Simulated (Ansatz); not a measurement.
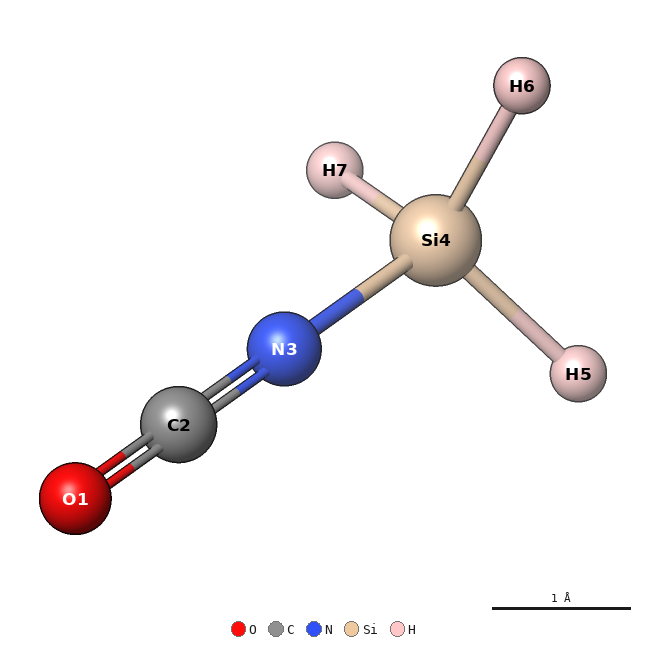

Orthographic view. Depth is shown by fading: the farther an atom, the more it takes the colour of the background. The geometry was computed by an optimisation with PBE0-D4/def2-TZVP. No frequency run is at hand to confirm it as a minimum.

Write a MOL file (V2000) with the atoms in numerical order, bonds sorted by atom number with the orders drawn, and coordinates in the frame of the picture: x right, y up, z towards the viewer, origin at the mean position.

```
CH3NOSi
                    3D

  7  6  0  0  0  0  0  0  0  0999 V2000
   -1.9500   -1.4000    1.8400 O   0  0  0  0  0  0  0  0  0  0  0  0
   -1.2000   -0.8600    1.1300 C   0  0  0  0  0  0  0  0  0  0  0  0
   -0.4400   -0.3100    0.4100 N   0  0  0  0  0  0  0  0  0  0  0  0
    0.6700    0.4800   -0.6300 Si  0  0  0  0  0  4  0  0  0  0  0  0
    1.7000   -0.4900   -1.0500 H   0  0  0  0  0  0  0  0  0  0  0  0
    1.2900    1.6000    0.1100 H   0  0  0  0  0  0  0  0  0  0  0  0
   -0.0700    0.9900   -1.8100 H   0  0  0  0  0  0  0  0  0  0  0  0
  1  2  2  0
  2  3  2  0
  3  4  1  0
  4  5  1  0
  4  6  1  0
  4  7  1  0
M  END
```
